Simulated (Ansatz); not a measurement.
# CHGe₂ (doublet): wB97M-V, B2PLYP, RPA-PBE over vertical spin and charge gaps and displaced geometries, cc-pVDZ, part 2 of 2

Ansatz 0.2.0, Gaussian basis; cc-pVDZ, all electrons in the functionals, frozen cores in the correlation of double hybrids and RPA.

**12. B2PLYP, displaced geometry v1**

Contents of in.yaml:

```yaml
crystal:
  periodic: [false, false, false]
  atoms:
    - {symbol: C, position_ang: [-0.020891, 1.130222, 0.029943]}
    - {symbol: Ge, position_ang: [-0.021724, -0.114326, 1.413918]}
    - {symbol: Ge, position_ang: [0.026240, -0.055016, -1.418952]}
    - {symbol: H, position_ang: [-0.076537, -1.263684, 0.005979]}
basis:
  gaussian: {orbitals: cc-pVDZ}
magnetization: {spin_polarized: true, initial_magnetization: 1}
hamiltonian: {xc: {name: B2PLYP}}
correlation: {electrons: outside_noble_gas}
```

Launch:

```bash
$ ansatz run in.yaml --threads 1 --pin off --events-out ev --progress --plain --max-ram 2393MiB
```

The log of the run, cut to the lines that bear on the results:

```text
Functional definition: B2PLYP
  name "B2PLYP"
  cite "Grimme, J. Chem. Phys. 124, 034108 (2006) doi:10.1063/1.2148954"
  cite "Becke, Phys. Rev. A 38, 3098 (1988) doi:10.1103/PhysRevA.38.3098"
  cite "Lee, Yang & Parr, Phys. Rev. B 37, 785 (1988) doi:10.1103/PhysRevB.37.785"
[...]
834 factors; integrals over basis functions are off by at most 1.3e-3 eV
[...]
mean field -114057.99617735 eV, -4191.5540482312 hartree, gradient 7.6e-6 eV, S^2 0.780588; 0 other end points of the search recorded, 0 dependent functions left out
29 core orbitals not correlated: weight in the atoms' cores, before any rotation towards them, 0.998 or more for the frozen orbitals, at most 0.002 for the correlated occupied ones
reference -114057.99629781 eV, -4191.5540526577 hartree; 7, 6 occupied and 37, 38 virtual orbitals, 834 factors
second order -9.62287759 eV of doubles, -0.00000000 eV of singles
Total energy: -114060.59447476 eV, -4191.6495338995 hartree
```

It took 4.2 s on 1 thread of Intel Xeon Platinum 8488C, shared host.

From the report: ⟨S²⟩ of the determinant 0.781 (pure doublet: 0.75).

From charge 0, doublet: 0.0 kcal/mol.

**13. B2PLYP, displaced geometry v2**

Contents of in.yaml:

```yaml
crystal:
  periodic: [false, false, false]
  atoms:
    - {symbol: C, position_ang: [0.116188, 1.150197, -0.007024]}
    - {symbol: Ge, position_ang: [-0.048686, -0.069835, 1.399698]}
    - {symbol: Ge, position_ang: [0.027934, -0.102259, -1.398739]}
    - {symbol: H, position_ang: [0.111043, -1.303383, 0.014603]}
basis:
  gaussian: {orbitals: cc-pVDZ}
magnetization: {spin_polarized: true, initial_magnetization: 1}
hamiltonian: {xc: {name: B2PLYP}}
correlation: {electrons: outside_noble_gas}
```

Same command.

The log of the run, cut to the lines that bear on the results:

```text
Functional definition: B2PLYP
  name "B2PLYP"
  cite "Grimme, J. Chem. Phys. 124, 034108 (2006) doi:10.1063/1.2148954"
  cite "Becke, Phys. Rev. A 38, 3098 (1988) doi:10.1103/PhysRevA.38.3098"
  cite "Lee, Yang & Parr, Phys. Rev. B 37, 785 (1988) doi:10.1103/PhysRevB.37.785"
[...]
834 factors; integrals over basis functions are off by at most 1.3e-3 eV
[...]
mean field -114057.97441852 eV, -4191.5532486087 hartree, gradient 9.4e-6 eV, S^2 0.782247; 0 other end points of the search recorded, 0 dependent functions left out
29 core orbitals not correlated: weight in the atoms' cores, before any rotation towards them, 0.997 or more for the frozen orbitals, at most 0.002 for the correlated occupied ones
reference -114057.97453918 eV, -4191.5532530430 hartree; 7, 6 occupied and 37, 38 virtual orbitals, 834 factors
second order -9.63595340 eV of doubles, -0.00000000 eV of singles
Total energy: -114060.57624660 eV, -4191.6488640270 hartree
```

It took 4.2 s on 1 thread of Intel Xeon Platinum 8488C, shared host.

From the report: ⟨S²⟩ of the determinant 0.782 (pure doublet: 0.75).

From charge 0, doublet: +0.4 kcal/mol.

**14. RPA-PBE, charge 0, doublet**

Contents of in.yaml:

```yaml
crystal:
  periodic: [false, false, false]
  atoms:
    - {symbol: C, position_ang: [0.000000, 1.142498, 0.000000]}
    - {symbol: Ge, position_ang: [0.000000, -0.085908, 1.395128]}
    - {symbol: Ge, position_ang: [0.000000, -0.085908, -1.395128]}
    - {symbol: H, position_ang: [0.000000, -1.231762, 0.000000]}
basis:
  gaussian: {orbitals: cc-pVDZ}
magnetization: {spin_polarized: true, initial_magnetization: 1}
hamiltonian: {xc: {name: PBE}}
correlation: {method: rpa, electrons: outside_noble_gas}
```

Launched as before.

The log of the run, cut to the lines that bear on the results:

```text
Functional definition: PBE
  name "PBE"
  cite "Perdew, Burke & Ernzerhof, Phys. Rev. Lett. 77, 3865 (1996) doi:10.1103/PhysRevLett.77.3865"
  parent pbe
[...]
835 factors; integrals over basis functions are off by at most 1.2e-3 eV
[...]
mean field -114066.13882838 eV, -4191.8532851373 hartree, gradient 2.2e-6 eV, S^2 0.760343; 3 other end points of the search recorded, 0 dependent functions left out
29 core orbitals not correlated: weight in the atoms' cores, before any rotation towards them, 0.995 or more for the frozen orbitals, at most 0.003 for the correlated occupied ones
reference -113987.05406680 eV, -4188.9469737547 hartree; 7, 6 occupied and 37, 38 virtual orbitals, 835 factors
Total energy: -113999.94535981 eV, -4189.4207200348 hartree
```

Wall time 8 s (1 thread of Intel Xeon Platinum 8488C, shared host).

From the report: ⟨S²⟩ of the determinant 0.760 (pure doublet: 0.75).

**15. RPA-PBE, charge 0, quartet**

in.yaml, as its differences from that of step 14:

```diff
@@ -9,3 +9,3 @@
   gaussian: {orbitals: cc-pVDZ}
-magnetization: {spin_polarized: true, initial_magnetization: 1}
+magnetization: {spin_polarized: true, initial_magnetization: 3}
 hamiltonian: {xc: {name: PBE}}
```

Launched as before.

The log of the run, cut to the lines that bear on the results:

```text
Functional definition: PBE
  name "PBE"
  cite "Perdew, Burke & Ernzerhof, Phys. Rev. Lett. 77, 3865 (1996) doi:10.1103/PhysRevLett.77.3865"
  parent pbe
[...]
835 factors; integrals over basis functions are off by at most 1.2e-3 eV
[...]
mean field -114063.58895207 eV, -4191.7595789111 hartree, gradient 2.5e-6 eV, S^2 3.756895; 15 other end points of the search recorded, 0 dependent functions left out
29 core orbitals not correlated: weight in the atoms' cores, before any rotation towards them, 0.994 or more for the frozen orbitals, at most 0.004 for the correlated occupied ones
reference -113984.43618229 eV, -4188.8507682734 hartree; 8, 5 occupied and 36, 39 virtual orbitals, 835 factors
Total energy: -113997.37395178 eV, -4189.3262225326 hartree
```

It took 21 s on 1 thread of Intel Xeon Platinum 8488C, shared host.

From the report: ⟨S²⟩ of the determinant 3.757 (pure quartet: 3.75).

From charge 0, doublet: +59.3 kcal/mol.

**16. RPA-PBE, charge 1, singlet**

in.yaml, as its differences from that of step 15:

```diff
@@ -9,3 +9,4 @@
   gaussian: {orbitals: cc-pVDZ}
-magnetization: {spin_polarized: true, initial_magnetization: 3}
+total_charge: 1
+magnetization: {spin_polarized: true, initial_magnetization: 0}
 hamiltonian: {xc: {name: PBE}}
```

Same command.

The log of the run, cut to the lines that bear on the results:

```text
Functional definition: PBE
  name "PBE"
  cite "Perdew, Burke & Ernzerhof, Phys. Rev. Lett. 77, 3865 (1996) doi:10.1103/PhysRevLett.77.3865"
  parent pbe
[...]
835 factors; integrals over basis functions are off by at most 1.2e-3 eV
[...]
mean field -114057.20393655 eV, -4191.5249339186 hartree, gradient 2.4e-9 eV, S^2 0.832992; 21 other end points of the search recorded, 0 dependent functions left out
29 core orbitals not correlated: weight in the atoms' cores, before any rotation towards them, 0.995 or more for the frozen orbitals, at most 0.004 for the correlated occupied ones
reference -113978.31801501 eV, -4188.6259297730 hartree; 6, 6 occupied and 38, 38 virtual orbitals, 835 factors
Total energy: -113991.03817751 eV, -4189.0933871229 hartree
```

Wall time 48 s (1 thread of Intel Xeon Platinum 8488C, shared host).

From the report: ⟨S²⟩ of the determinant 0.833 (pure singlet: 0.00). The determinant of RPA-PBE (⟨S²⟩ 0.83) is far from a pure spin state, so its energy mixes those of several spin states; that is harmless only where they are near-degenerate.

From charge 0, doublet: +205.4 kcal/mol.

**17. RPA-PBE, charge 1, triplet**

in.yaml, as its differences from that of step 16:

```diff
@@ -10,3 +10,3 @@
 total_charge: 1
-magnetization: {spin_polarized: true, initial_magnetization: 0}
+magnetization: {spin_polarized: true, initial_magnetization: 2}
 hamiltonian: {xc: {name: PBE}}
```

Same command.

The log of the run, cut to the lines that bear on the results:

```text
Functional definition: PBE
  name "PBE"
  cite "Perdew, Burke & Ernzerhof, Phys. Rev. Lett. 77, 3865 (1996) doi:10.1103/PhysRevLett.77.3865"
  parent pbe
[...]
835 factors; integrals over basis functions are off by at most 1.2e-3 eV
[...]
mean field -114057.42804105 eV, -4191.5331696071 hartree, gradient 8.1e-6 eV, S^2 2.014388; 8 other end points of the search recorded, 0 dependent functions left out
29 core orbitals not correlated: weight in the atoms' cores, before any rotation towards them, 0.994 or more for the frozen orbitals, at most 0.004 for the correlated occupied ones
reference -113979.06089576 eV, -4188.6532301368 hartree; 7, 5 occupied and 37, 39 virtual orbitals, 835 factors
Total energy: -113991.29255893 eV, -4189.1027354673 hartree
```

Run time: 13 s. Hardware: 1 thread of Intel Xeon Platinum 8488C, shared host.

From the report: ⟨S²⟩ of the determinant 2.014 (pure triplet: 2.00).

From charge 0, doublet: +199.5 kcal/mol.

**18. RPA-PBE, displaced geometry v1**

Contents of in.yaml:

```yaml
crystal:
  periodic: [false, false, false]
  atoms:
    - {symbol: C, position_ang: [-0.020891, 1.130222, 0.029943]}
    - {symbol: Ge, position_ang: [-0.021724, -0.114326, 1.413918]}
    - {symbol: Ge, position_ang: [0.026240, -0.055016, -1.418952]}
    - {symbol: H, position_ang: [-0.076537, -1.263684, 0.005979]}
basis:
  gaussian: {orbitals: cc-pVDZ}
magnetization: {spin_polarized: true, initial_magnetization: 1}
hamiltonian: {xc: {name: PBE}}
correlation: {method: rpa, electrons: outside_noble_gas}
```

The command is unchanged.

The log of the run, cut to the lines that bear on the results:

```text
Functional definition: PBE
  name "PBE"
  cite "Perdew, Burke & Ernzerhof, Phys. Rev. Lett. 77, 3865 (1996) doi:10.1103/PhysRevLett.77.3865"
  parent pbe
[...]
834 factors; integrals over basis functions are off by at most 1.3e-3 eV
[...]
mean field -114066.14670253 eV, -4191.8535745067 hartree, gradient 2.6e-6 eV, S^2 0.760556; 1 other end points of the search recorded, 0 dependent functions left out
29 core orbitals not correlated: weight in the atoms' cores, before any rotation towards them, 0.997 or more for the frozen orbitals, at most 0.003 for the correlated occupied ones
reference -113987.02678460 eV, -4188.9459711524 hartree; 7, 6 occupied and 37, 38 virtual orbitals, 834 factors
Total energy: -113999.96579385 eV, -4189.4214709718 hartree
```

Run time: 6 s. Hardware: 1 thread of Intel Xeon Platinum 8488C, shared host.

From the report: ⟨S²⟩ of the determinant 0.761 (pure doublet: 0.75).

From charge 0, doublet: -0.5 kcal/mol.

**19. RPA-PBE, displaced geometry v2**

Contents of in.yaml:

```yaml
crystal:
  periodic: [false, false, false]
  atoms:
    - {symbol: C, position_ang: [0.116188, 1.150197, -0.007024]}
    - {symbol: Ge, position_ang: [-0.048686, -0.069835, 1.399698]}
    - {symbol: Ge, position_ang: [0.027934, -0.102259, -1.398739]}
    - {symbol: H, position_ang: [0.111043, -1.303383, 0.014603]}
basis:
  gaussian: {orbitals: cc-pVDZ}
magnetization: {spin_polarized: true, initial_magnetization: 1}
hamiltonian: {xc: {name: PBE}}
correlation: {method: rpa, electrons: outside_noble_gas}
```

Same command.

The log of the run, cut to the lines that bear on the results:

```text
Functional definition: PBE
  name "PBE"
  cite "Perdew, Burke & Ernzerhof, Phys. Rev. Lett. 77, 3865 (1996) doi:10.1103/PhysRevLett.77.3865"
  parent pbe
[...]
834 factors; integrals over basis functions are off by at most 1.3e-3 eV
[...]
mean field -114066.13506088 eV, -4191.8531466841 hartree, gradient 4.4e-6 eV, S^2 0.760921; 1 other end points of the search recorded, 0 dependent functions left out
29 core orbitals not correlated: weight in the atoms' cores, before any rotation towards them, 0.996 or more for the frozen orbitals, at most 0.003 for the correlated occupied ones
reference -113987.00305878 eV, -4188.9450992446 hartree; 7, 6 occupied and 37, 38 virtual orbitals, 834 factors
Total energy: -113999.95534307 eV, -4189.4210869129 hartree
```

It took 6 s on 1 thread of Intel Xeon Platinum 8488C, shared host.

From the report: ⟨S²⟩ of the determinant 0.761 (pure doublet: 0.75).

From charge 0, doublet: -0.2 kcal/mol.

**20. The comparison**

The yardstick is UCCSDT(Q), where the cluster series has nearly closed. It comes from earlier runs at the same points. Energies in kcal/mol, counted from charge 0, doublet; blanks weren't run or aren't comparable.

```csv
level,doublet to quartet,ionisation to the singlet cation,ionisation to the triplet cation,displacement v1,displacement v2
UCCSDT(Q),,,196.8,-0.2,0.1
wB97M-V,65.8,209.4,203.2,0.4,0.7
B2PLYP,69.6,212.3,203.7,0.0,0.4
RPA-PBE,59.3,205.4,199.5,-0.5,-0.2
```

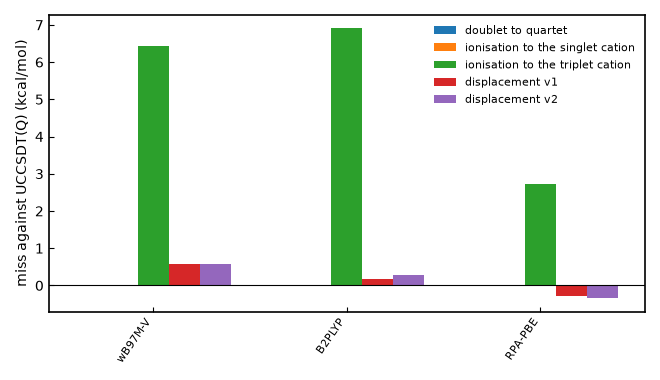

Misses of the gaps against UCCSDT(Q).

Largest miss and mean time a point (UCCSDT(Q) took 2.3 min a point; shared hosts):

| level | largest miss (kcal/mol) | where | time a point |
| --- | --- | --- | --- |
| wB97M-V | +6.4 | ionisation to the triplet cation | 43 s |
| B2PLYP | +6.9 | ionisation to the triplet cation | 16 s |
| RPA-PBE | +2.7 | ionisation to the triplet cation | 17 s |

**21. Summary of results**

This closing draws on all 2 parts.

```
                                   quantity                                             value
ionisation to the triplet cation, UCCSDT(Q)                                    196.8 kcal/mol
                 displacement v1, UCCSDT(Q)                                     -0.2 kcal/mol
                 displacement v2, UCCSDT(Q)                                      0.1 kcal/mol
                      largest miss, wB97M-V  +6.4 kcal/mol (ionisation to the triplet cation)
                       largest miss, B2PLYP  +6.9 kcal/mol (ionisation to the triplet cation)
                      largest miss, RPA-PBE  +2.7 kcal/mol (ionisation to the triplet cation)
```

What this shows: Misses are known at 3 of 5 points at best, and only functionals with that many are ranked. Of the functionals, RPA-PBE keep the smallest largest miss at the points compared (at most 2.7 kcal/mol) and B2PLYP strays most (6.9 kcal/mol, at ionisation to the triplet cation). wB97M-V, B2PLYP, RPA-PBE clearly break the spin symmetry at some points (⟨S²⟩ up to 0.83 above the pure value), so energy there is bought with a mixed spin. Functionals and the yardstick converge differently with the basis, so part of each miss in cc-pVDZ is the basis.
